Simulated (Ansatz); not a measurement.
# C2H7Al (SMILES [CH3][AlH][CH3]) at RPA@rPW86-PBE/Sapporo-TZP (density fitting with def2-universal-jkfit, def2-SVP-rifit for correlation)

What is the energy change on altering one bond length of C2H7Al at RPA@rPW86-PBE/Sapporo-TZP (density fitting with def2-universal-jkfit, def2-SVP-rifit for correlation)? 

The results are computed with Ansatz 0.2.0.

4 further runs of the same task are left out: 1 for a known fault of the program, 2 that didn't finish, 1 set aside as unsound or not needed.

### Step 1. The structure to begin with

C2H7Al: 10 atoms, total charge 0, spin state singlet. SMILES: `[CH3][AlH][CH3]`. The coordinates come from a PBE0-D4/def2-TZVP relaxation.

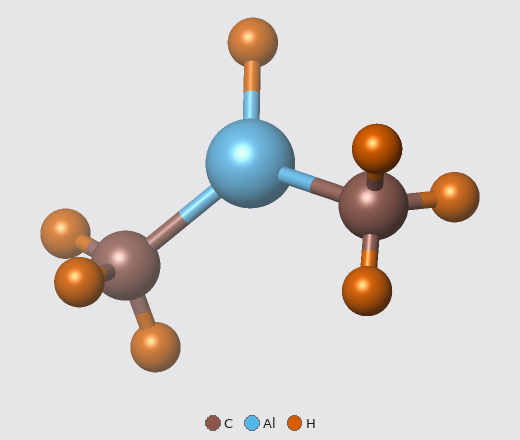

The structure, seen from a chosen angle (carbon brown, aluminium blue, hydrogen orange).

### Step 2. The energy at RPA@rPW86-PBE/Sapporo-TZP (density fitting with def2-universal-jkfit, def2-SVP-rifit for correlation)

run.yaml

```yaml
crystal:
  periodic: [false, false, false]
  atoms:
    - {symbol: C, position_ang: [-1.219100, 0.923600, -0.783300]}
    - {symbol: Al, position_ang: [0.496800, 0.021800, -0.536400]}
    - {symbol: C, position_ang: [0.903900, -0.949000, 1.109700]}
    - {symbol: H, position_ang: [-2.054000, 0.233200, -0.621200]}
    - {symbol: H, position_ang: [-1.337000, 1.368500, -1.773800]}
    - {symbol: H, position_ang: [-1.340300, 1.723700, -0.043600]}
    - {symbol: H, position_ang: [1.605700, 0.078800, -1.681200]}
    - {symbol: H, position_ang: [0.069000, -0.980000, 1.814000]}
    - {symbol: H, position_ang: [1.201900, -1.980900, 0.894300]}
    - {symbol: H, position_ang: [1.756300, -0.490900, 1.624500]}
basis:
  gaussian:
    orbitals: Sapporo-TZP.json
    fitting: {mean_field: def2-universal-jkfit, correlation: def2-SVP-rifit.json}
hamiltonian: {xc: {name: rPW86-PBE}}
correlation: {method: rpa, electrons: all}
output: {orbitals: {seedname: orbitals}}
```

The basis set Sapporo-TZP is read from a file made from the Basis Set Exchange's data (not shown).

Command:

```
$ ansatz run run.yaml --threads 1 --pin off --max-ram 2610MiB --events-out events.jsonl --progress --plain --runs-dir runs
```

Log:

```text
Warning: RAYON_NUM_THREADS=1 ignored (pool sized by the plan → 1); use --threads N
Functional definition: rPW86-PBE
  name "rPW86-PBE"
  exchange = rpw86_x
  correlation = pbe_c
404 factors; integrals over basis functions are off by at most 7.5e-1 eV
256 factors; integrals over basis functions are off by at most 1.6e0 eV
mean field evaluation 1: about -8778.3459 eV, gradient 9.3e1 eV
mean field evaluation 2: about -8778.3482 eV, gradient 9.3e1 eV
mean field evaluation 4: about -8797.3218 eV, gradient 1.6e1 eV
mean field evaluation 8: about -8798.2137 eV, gradient 2.8e-1 eV
mean field evaluation 16: about -8798.2140 eV, gradient 3.4e-6 eV
mean field evaluation 32: about -8759.1713 eV, gradient 4.0e1 eV
mean field -8798.21401243 eV, -323.3284013131 hartree, gradient 3.4e-6 eV, S^2 0.000000; 1 other end points of the search recorded, 0 dependent functions left out
reference -8754.09531313 eV, -321.7070690187 hartree; 16, 16 occupied and 176, 176 virtual orbitals, 256 factors
Total energy: -8777.72539825 eV, -322.5754586298 hartree
```

Run time: 29 s. Hardware: 1 thread of Arm Neoverse N1, shared host; peak memory 0.35 GiB.

### Step 3. The distorted shape at the same level

run.yaml

```yaml
crystal:
  periodic: [false, false, false]
  atoms:
    - {symbol: C, position_ang: [-1.230889, 0.968086, -0.882342]}
    - {symbol: Al, position_ang: [0.485011, 0.066286, -0.635442]}
    - {symbol: C, position_ang: [0.892111, -0.904514, 1.010658]}
    - {symbol: H, position_ang: [-2.065789, 0.277686, -0.720242]}
    - {symbol: H, position_ang: [-1.337000, 1.368500, -1.773800]}
    - {symbol: H, position_ang: [-1.352089, 1.768186, -0.142642]}
    - {symbol: H, position_ang: [1.593911, 0.123286, -1.780242]}
    - {symbol: H, position_ang: [0.057211, -0.935514, 1.714958]}
    - {symbol: H, position_ang: [1.190111, -1.936414, 0.795258]}
    - {symbol: H, position_ang: [1.744511, -0.446414, 1.525458]}
basis:
  gaussian:
    orbitals: Sapporo-TZP.json
    fitting: {mean_field: def2-universal-jkfit, correlation: def2-SVP-rifit.json}
hamiltonian: {xc: {name: rPW86-PBE}}
correlation: {method: rpa, electrons: all}
output: {orbitals: {seedname: orbitals}}
```

The basis set Sapporo-TZP is read from a file made from the Basis Set Exchange's data (not shown).

Command:

```
$ ansatz run run.yaml --threads 1 --pin off --max-ram 2610MiB --events-out events.jsonl --progress --plain --runs-dir runs
```

Log:

```text
Warning: RAYON_NUM_THREADS=1 ignored (pool sized by the plan → 1); use --threads N
[... 4 set-up lines as earlier in the session ...]
404 factors; integrals over basis functions are off by at most 7.5e-1 eV
256 factors; integrals over basis functions are off by at most 1.6e0 eV
mean field evaluation 1: about -8777.3904 eV, gradient 9.5e1 eV
mean field evaluation 2: about -8777.3926 eV, gradient 9.5e1 eV
mean field evaluation 4: about -8797.0774 eV, gradient 1.6e1 eV
mean field evaluation 8: about -8797.9637 eV, gradient 1.6e-1 eV
mean field evaluation 16: about -8797.9637 eV, gradient 8.6e-6 eV
mean field evaluation 32: about -8738.0401 eV, gradient 8.2e1 eV
mean field -8797.96365029 eV, -323.3192006741 hartree, gradient 2.0e-6 eV, S^2 0.000000; 0 other end points of the search recorded, 0 dependent functions left out
reference -8753.88418531 eV, -321.6993102145 hartree; 16, 16 occupied and 176, 176 virtual orbitals, 256 factors
Total energy: -8777.47602963 eV, -322.5662945020 hartree
```

Run time: 29 s. Hardware: 1 thread of Arm Neoverse N1, shared host; peak memory 0.35 GiB.

### Step 4. What came out

At RPA@rPW86-PBE/Sapporo-TZP (density fitting with def2-universal-jkfit, def2-SVP-rifit for correlation):

```
                                                         quantity          value
                                        first shape: total energy  -322.57546 Eh
          first shape: HOMO energy (rPW86-PBE Kohn–Sham orbitals)       -6.58 eV
          first shape: LUMO energy (rPW86-PBE Kohn–Sham orbitals)       -1.73 eV
        first shape: HOMO–LUMO gap (rPW86-PBE Kohn–Sham orbitals)        4.85 eV
                              first shape: RPA correlation energy     -868.4 mEh
                                    distorted shape: total energy  -322.56629 Eh
      distorted shape: HOMO energy (rPW86-PBE Kohn–Sham orbitals)       -6.57 eV
      distorted shape: LUMO energy (rPW86-PBE Kohn–Sham orbitals)       -1.73 eV
    distorted shape: HOMO–LUMO gap (rPW86-PBE Kohn–Sham orbitals)        4.85 eV
                          distorted shape: RPA correlation energy     -867.0 mEh
energy change with the C1–H5 bond shortened from 1.092 to 0.983 Å       0.249 eV
```

In words: With the C1–H5 bond shortened from 1.092 to 0.983 Å the energy rises by 0.25 eV (5.8 kcal/mol). The first shape isn't relaxed at this level, so the change isn't measured from a minimum.
